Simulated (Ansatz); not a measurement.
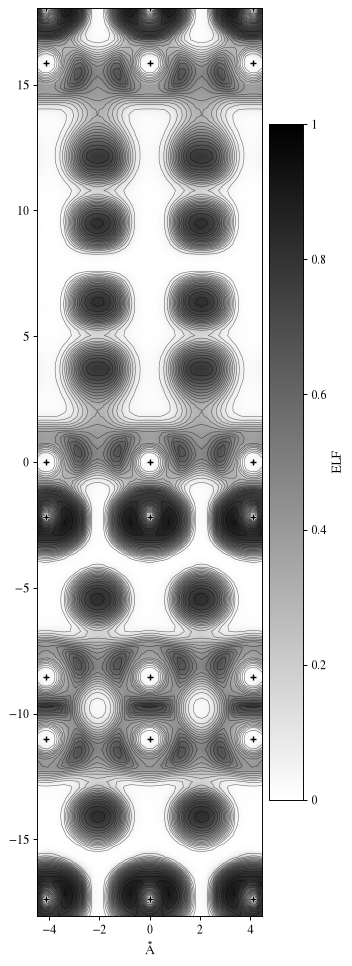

The electron localisation function on a plane through atoms (crosses mark nuclei in the plane).

Method: Ansatz, DFT PBE, scalar-relativistic, plane waves, PAW.

Candidates:
A. Ca$_{3}$Zr$_{3}$N$_{2}$, a = 3.42 Å, b = 3.42 Å, c = 17.07 Å, α = 90.00°, β = 90.00°, γ = 120.00°. Space group P-3m1; a generated structure, not necessarily the stable one; changed on purpose from its base cell (volume × 0.97, shape and atoms relaxed).
B. Ge$_{2}$Cl, a = 4.13 Å, b = 4.13 Å, c = 35.42 Å, α = 90.00°, β = 90.00°, γ = 120.00°. Space group R-3m; a generated structure, not necessarily the stable one.
C. Sn$_{2}$Ge, a = 4.50 Å, b = 4.50 Å, c = 11.06 Å, α = 90.00°, β = 90.00°, γ = 120.00°. Space group P-3m1; a generated structure, not necessarily the stable one.

Which candidate gave the map?

Candidate B: Ge$_{2}$Cl on the (010) plane of the conventional cell, which holds Ge and Cl. Ge–Cl (2.18 Å): the ELF peaks at about 0.80 in the valence shell of Cl, 0.8 Å from its nucleus, and is about 0.65 at the midpoint. Ge–Ge (2.49 Å): the ELF peaks at about 0.80 between the atoms.
